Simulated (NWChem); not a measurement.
# UG96LYP/cc-pVDZ-DK (sfX2C) run of BN (boron nitride)

What is the energy change on altering one bond length of BN (boron nitride) at UG96LYP/cc-pVDZ-DK (sfX2C)? 

The results are computed with NWChem 7.3.0.

1 further run of the same task is left out (set aside as unsound or not needed).

### 1 The structure to begin with

The species is BN (2 atoms), meant as a triplet with charge 0. As SMILES, `B#N`. The coordinates come from a GFN2-xTB relaxation.

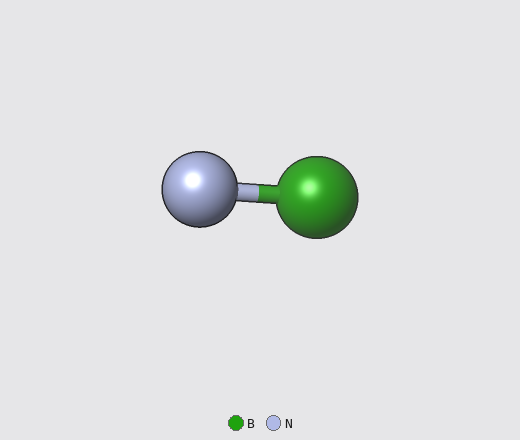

Viewed from a chosen angle; boron green, nitrogen light blue.

### 2 Energy and one-electron properties at UG96LYP/cc-pVDZ-DK (sfX2C)

The input, bn.nw:

```
start bn
title "BN G96LYP"
memory 2200 mb
charge 0

geometry units angstrom noautosym nocenter noautoz
B      0.000000     0.000000     0.000000
N      0.000000     0.000000     1.268430
end

basis "ao basis" spherical
* library cc-pVDZ-DK
end

relativistic
x2c on
end

dft
xc gill96 lyp
mult 3
grid fine
direct
maxiter 100
mulliken
print medium
end

property
electrondensity
octupole
moldenfile
molden_norm janpa
end

task dft property
```

Run with:

```
$ nwchem bn.nw > bn.out
```

Standard output:

```text
Northwest Computational Chemistry Package (NWChem) 7.3.0
             --------------------------------------------------------

           Job information
           ---------------

    nwchem branch   = 7.3.0
    use scalapack   = T
    input           = bn.nw
    prefix          = bn.
    data base       = ./bn.db
    status          = startup
    nproc           =        1

           Memory information
           ------------------

    heap     =     72089600 doubles =      550.0 Mbytes
    stack    =     72089597 doubles =      550.0 Mbytes
    global   =    144179200 doubles =     1100.0 Mbytes (distinct from heap & stack)
    total    =    288358397 doubles =     2200.0 Mbytes
    verify   = yes
    hardfail = no

           Directory information
           ---------------------

  0 permanent = .
  0 scratch   = .

                                NWChem Input Module
                                -------------------

                                     BN G96LYP
                                     ---------

 Scaling coordinates for geometry "geometry" by  1.889725989
 (inverse scale =  0.529177249)

                             Geometry "geometry" -> ""
                             -------------------------

 Output coordinates in angstroms (scale by  1.889725989 to convert to a.u.)

  No.       Tag          Charge          X              Y              Z
 ---- ---------------- ---------- -------------- -------------- --------------
    1 B                    5.0000     0.00000000     0.00000000     0.00000000
    2 N                    7.0000     0.00000000     0.00000000     1.26843000

      Atomic Mass
      -----------

      B                 11.009310
      N                 14.003070

 Effective nuclear repulsion energy (a.u.)      14.6016758631

            Nuclear Dipole moment (a.u.)
            ----------------------------
        X                 Y               Z
 ---------------- ---------------- ----------------
     0.0000000000     0.0000000000    16.7788959499

            XYZ format geometry
            -------------------
     2
 geometry
 B                     0.00000000     0.00000000     0.00000000
 N                     0.00000000     0.00000000     1.26843000

 ==============================================================================
                                internuclear distances
 ------------------------------------------------------------------------------
       center one      |      center two      | atomic units |  angstroms
 ------------------------------------------------------------------------------
    2 N                |   1 B                |     2.39699  |     1.26843
 ------------------------------------------------------------------------------
                         number of included internuclear distances:          1
 ==============================================================================

 Summary of "ao basis" -> "" (spherical)
 ------------------------------------------------------------------------------
       Tag                 Description            Shells   Functions and Types
 ---------------- ------------------------------  ------  ---------------------
 *                         cc-pVDZ-DK                 on all atoms

                              NWChem Property Module
                              ----------------------

                                     BN G96LYP

  itol2e modified to match energy
  convergence criterion.

                                 NWChem DFT Module
                                 -----------------

                                     BN G96LYP

                      Basis "ao basis" -> "ao basis" (spherical)
                      -----
  [basis functions not shown]

 Summary of "ao basis" -> "ao basis" (spherical)
 ------------------------------------------------------------------------------
       Tag                 Description            Shells   Functions and Types
 ---------------- ------------------------------  ------  ---------------------
 B                         cc-pVDZ-DK                6       14   3s2p1d
 N                         cc-pVDZ-DK                6       14   3s2p1d

 Summary of "ao basis" -> "ao basis" (spherical)
 ------------------------------------------------------------------------------
       Tag                 Description            Shells   Functions and Types
 ---------------- ------------------------------  ------  ---------------------
 B                         cc-pVDZ-DK                6       14   3s2p1d
 N                         cc-pVDZ-DK                6       14   3s2p1d

  Caching 1-el integrals
  itol2e modified to match energy
  convergence criterion.

            General Information
            -------------------
          SCF calculation type: DFT
          Wavefunction type:  spin polarized.
          No. of atoms     :     2
          No. of electrons :    12
           Alpha electrons :     7
            Beta electrons :     5
          Charge           :     0
          Spin multiplicity:     3
          Use of symmetry is: off; symmetry adaption is: off
          Maximum number of iterations: 100
          This is a Direct SCF calculation.
          AO basis - number of functions:    28
                     number of shells:    12
          Convergence on energy requested:  1.00D-07
          Convergence on density requested:  1.00D-05
          Convergence on gradient requested:  5.00D-04

              XC Information
              --------------
                   Gill 1996   Exchange Functional  1.000
              Lee-Yang-Parr Correlation Functional  1.000

[... 11 lines left out ...]
          Spatial weights used:  Erf1
[... 1 line left out ...]
          Convergence Information
[... 1 line left out ...]
          Convergence aids based upon iterative change in
          total energy or number of iterations.
[... 43 lines left out ...]
 x2c_1e_scalar: 1e energy :   -0.1347149E+03
[... 52 lines left out ...]
   convergence    iter        energy       DeltaE   RMS-Dens  Diis-err    time
[... 13 lines left out ...]
         Total DFT energy =      -79.430524782919
      One electron energy =     -135.615637802516
           Coulomb energy =       52.440508583905
    Exchange-Corr. energy =      -10.857071427374
 Nuclear repulsion energy =       14.601675863066
[... 5 lines left out ...]
                    DFT Final Alpha Molecular Orbital Analysis
[... 221 lines left out ...]
                     DFT Final Beta Molecular Orbital Analysis
[... 212 lines left out ...]
[... 4 lines of this table left out ...]
              MO Center= -4.4D-13,  1.2D-11,  1.3D+00, r^2= 1.1D+00
   Bfn.  Coefficient  Atom+Function         Bfn.  Coefficient  Atom+Function
  ----- ------------  ---------------      ----- ------------  ---------------
    17      2.760229  2 N  s                  2     -1.793012  1 B  s
    23     -1.537180  2 N  pz                 6     -1.494364  1 B  pz
    26      1.286100  2 N  d  0               1     -0.929313  1 B  s
     3     -0.742246  1 B  s                 16     -0.513798  2 N  s
    12     -0.416198  1 B  d  0               9     -0.382782  1 B  pz

     ---------------------------------------------
      Total Density - Mulliken Population Analysis
     ---------------------------------------------

    Atom       Charge   Shell Charges
 -----------   ------   -------------------------------------------------------
    1 B    5     5.02   2.01  0.69  0.53  1.31  0.40  0.08
    2 N    7     6.98   2.01  0.86  0.77  2.14  1.18  0.02

     --------------------------------------------
      Spin Density - Mulliken Population Analysis
     --------------------------------------------

    Atom       Charge   Shell Charges
 -----------   ------   -------------------------------------------------------
    1 B    5     1.20   0.00  0.17  0.32  0.58  0.12  0.01
    2 N    7     0.80   0.00  0.02  0.01  0.54  0.24  0.01

     -------------------------------------------
      Total Density - Lowdin Population Analysis
     -------------------------------------------

    Atom       Charge   Shell Charges
 -----------   ------   -------------------------------------------------------
    1 B    5     5.13   1.87  0.65  0.54  1.24  0.63  0.20
    2 N    7     6.87   1.90  0.82  0.69  2.00  1.42  0.04

     ------------------------------------------
      Spin Density - Lowdin Population Analysis
     ------------------------------------------

    Atom       Charge   Shell Charges
 -----------   ------   -------------------------------------------------------
    1 B    5     1.21   0.00  0.17  0.28  0.56  0.17  0.03
    2 N    7     0.79   0.00  0.01  0.01  0.50  0.25  0.01

   alpha - beta orbital overlaps
   -----------------------------

   alpha      1      2      3      4      5      6      7      8      9     10
    beta      1      2      3      4      6      5      7      9      8     10
 overlap   1.000  1.000  1.000  0.961  0.998  1.000  0.956  0.995  0.998  0.998

   alpha     11     12     13     14     15     16     17     18     19     20
    beta     12     11     13     14     17     16     15     19     18     21
 overlap   0.997  0.999  0.990  0.987  0.990  1.000  0.991  0.997  0.991  0.998

   alpha     21     22     23     24     25     26     27     28
    beta     20     22     23     24     25     27     26     28
 overlap   0.991  0.999  0.999  1.000  0.999  1.000  1.000  1.000

     --------------------------
     Expectation value of S2:
     --------------------------
      <S2> =      2.0022 (Exact =     2.0000)

 center of mass
 --------------
 x =   0.00000000 y =   0.00000000 z =   1.34194150

 moments of inertia (a.u.)
 ------------------
          35.412698691205           0.000000000000           0.000000000000
           0.000000000000          35.412698691205           0.000000000000
           0.000000000000           0.000000000000           0.000000000000

     Multipole analysis of the density
     ---------------------------------

     L   x y z        total         alpha         beta         nuclear
     -   - - -        -----         -----         ----         -------
     0   0 0 0     -0.000000     -7.000000     -5.000000     12.000000

     1   1 0 0     -0.000000     -0.000000     -0.000000      0.000000
[... 8 lines of this table left out ...]
     2   0 0 2    -10.393459    -28.755146    -21.857078     40.218764

          ---------------
          Octupole Moment
          ---------------

 Center of charge (in au) is the expansion point
         X =       0.0000000 Y =       0.0000000 Z =       1.3982413

   Third moments in atomic units

   Component  Electronic+nuclear     Point charges             Total
  --------------------------------------------------------------------------
      XXX           0.0000000003          0.0000000000          0.0000000003
      YYY           0.0000000115          0.0000000000          0.0000000115
      ZZZ           5.1783459041          0.0000000000          5.1783459041
[... 6 lines of this table left out ...]
      XYZ           0.0259151575          0.0000000000          0.0259151575

   Third moments in 10**(-34) esu*cm**3

   Component  Electronic+nuclear     Point charges             Total
  --------------------------------------------------------------------------
      XXX           0.0000000002          0.0000000000          0.0000000002
      YYY           0.0000000082          0.0000000000          0.0000000082
      ZZZ           3.6853666398          0.0000000000          3.6853666398
[... 6 lines of this table left out ...]
      XYZ           0.0184435066          0.0000000000          0.0184435066

   Octupole moments in atomic units

   Component  Electronic+nuclear     Point charges             Total
  --------------------------------------------------------------------------
      XXX          -0.0000000003          0.0000000000         -0.0000000003
      YYY          -0.0000000111          0.0000000000         -0.0000000111
      ZZZ          -0.0387626384          0.0000000000         -0.0387626384
[... 6 lines of this table left out ...]
      XYZ           0.0647878938          0.0000000000          0.0647878938

   Octupole moments in 10**(-34) esu*cm**3

   Component  Electronic+nuclear     Point charges             Total
  --------------------------------------------------------------------------
      XXX          -0.0000000002          0.0000000000         -0.0000000002
      YYY          -0.0000000079          0.0000000000         -0.0000000079
      ZZZ          -0.0275869046          0.0000000000         -0.0275869046
[... 6 lines of this table left out ...]
      XYZ           0.0461087665          0.0000000000          0.0461087665

 1 a.u. = 0.711688 10**(-34) esu*cm**3

          ---------------------
          Electron/spin density
          ---------------------

 1 a.u. = 4.80286 10**(-10) esu

 Total electron density
 ----------------------
   Point      X         Y         Z      Density (a.u.)
    1 B    0.00000   0.00000   0.00000      69.893439
    2 N    0.00000   0.00000   2.39699     205.459911

 Total spin density
 ------------------
   Point      X         Y         Z      Density (a.u.)
    1 B    0.00000   0.00000   0.00000       0.475956
    2 N    0.00000   0.00000   2.39699       0.069169
 MOLDEN output will be written to the file ./bn.molden
  do_norm_janpa  T
  do_norm_nwchem  F
  molden scftype: UHF                  spinref:                     2

 Task  times  cpu:        1.9s     wall:        1.9s
 Total times  cpu:        2.0s     wall:        2.0s
```

Run time: 2.6 s. Hardware: 1 thread of Intel Xeon Platinum 8259CL at 2.50GHz (Skylake/Cascade Lake), shared host; peak memory 0.11 GiB.

Atomic charges (e):

```
atom  Mulliken  Löwdin
  B1    -0.020  -0.130
  N2    +0.020  +0.130
```

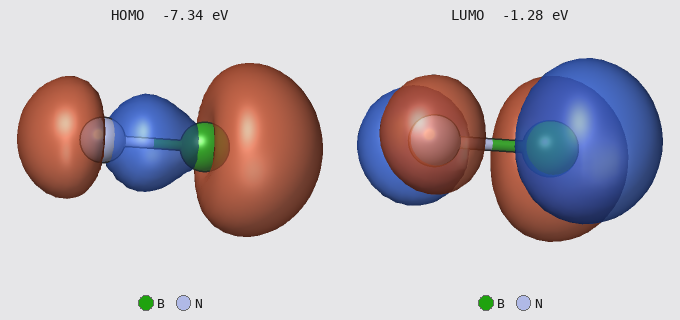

Frontier orbitals of this run (spin up), surfaces at ±0.2 Å^-3/2.

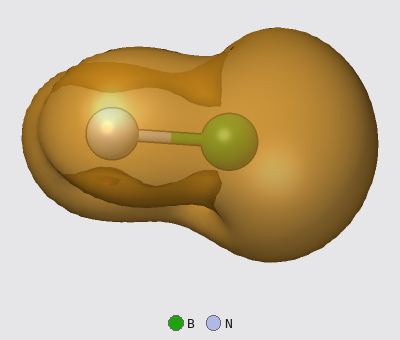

Spin density, surfaces at ±0.03 e/Å³.

### 3 The distorted shape, same level

The input, bn.nw:

```
start bn
memory 2200 mb

geometry noautosym nocenter
   zmatrix
     B
     N 1 1.395273
   end
end

basis spherical
   B library cc-pVDZ-DK
   N library cc-pVDZ-DK
end

relativistic
   x2c on
end

dft
   xc gill96 lyp
   mult 3
   grid fine
   direct
   maxiter 100
   mulliken
end

property
   electrondensity
   octupole
   moldenfile
   molden_norm janpa
end

task dft property
```

Run with:

```
$ nwchem bn.nw > bn.out
```

Standard output, shortened:

```text
[...]
          Wavefunction type:  spin polarized.
          No. of atoms     :     2
          No. of electrons :    12
[...]
          Charge           :     0
          Spin multiplicity:     3
[...]
          AO basis - number of functions:    28
[...]
              XC Information
              --------------
                   Gill 1996   Exchange Functional  1.000
              Lee-Yang-Parr Correlation Functional  1.000
[...]
 d= 0,ls=0.0,diis     1    -79.3770274561 -9.27D+01  2.54D-02  7.81D-02     0.3
[...]
 d= 0,ls=0.0,diis    10    -79.4340271954 -4.61D-08  7.87D-06  1.85D-08     1.9
[...]
         Total DFT energy =      -79.434027195371
      One electron energy =     -133.017543442469
           Coulomb energy =       51.083652866155
    Exchange-Corr. energy =      -10.774387403664
 Nuclear repulsion energy =       13.274250784606
[...]
      Total Density - Mulliken Population Analysis
     ---------------------------------------------
    Atom       Charge   Shell Charges
 -----------   ------   -------------------------------------------------------
    1 B    5     4.95   2.01  0.73  0.57  1.16  0.41  0.07
    2 N    7     7.05   2.01  0.88  0.84  2.06  1.24  0.02
[...]
      <S2> =      2.0024 (Exact =     2.0000)
[...]
```

It took 2.5 s on 1 thread of Intel Xeon Platinum 8259CL at 2.50GHz (Skylake/Cascade Lake), shared host; peak memory 0.15 GiB.

Atomic charges (e):

```csv
atom,Mulliken,Löwdin
B1,+0.050,-0.090
N2,-0.050,+0.090
```

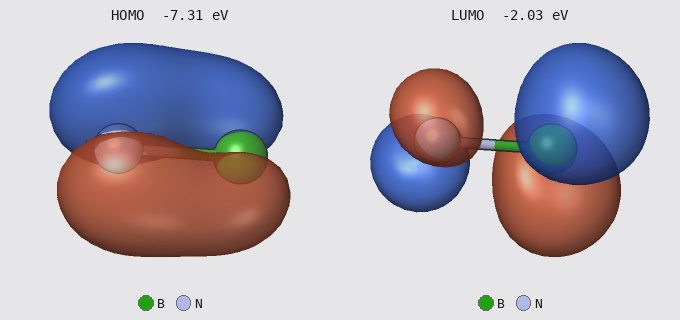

Frontier orbitals of this run (spin up), surfaces at ±0.2 Å^-3/2.

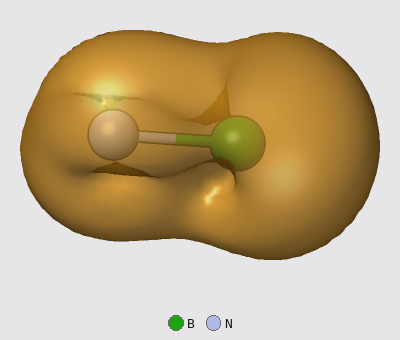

Spin density, surfaces at ±0.03 e/Å³.

### 4 Summary of results

At UG96LYP/cc-pVDZ-DK (sfX2C):

| quantity | value |
| --- | --- |
| first shape: total energy | -79.43052 Eh |
| first shape: dipole moment | 1.52 D |
| first shape: HOMO energy (highest over α and β) | -7.21 eV |
| first shape: LUMO energy (lowest over α and β) | -6.64 eV |
| first shape: ⟨S²⟩ | 2.002 |
| distorted shape: total energy | -79.43403 Eh |
| distorted shape: dipole moment | 1.47 D |
| distorted shape: HOMO energy (highest over α and β) | -6.77 eV |
| distorted shape: LUMO energy (lowest over α and β) | -6.19 eV |
| distorted shape: ⟨S²⟩ | 2.002 |
| energy change with the B1–N2 bond stretched from 1.268 to 1.395 Å | -0.095 eV |

**Reading.** With the B1–N2 bond stretched from 1.268 to 1.395 Å the energy falls by 0.10 eV (2.2 kcal/mol). The first shape isn't relaxed at this level, so the change isn't measured from a minimum.
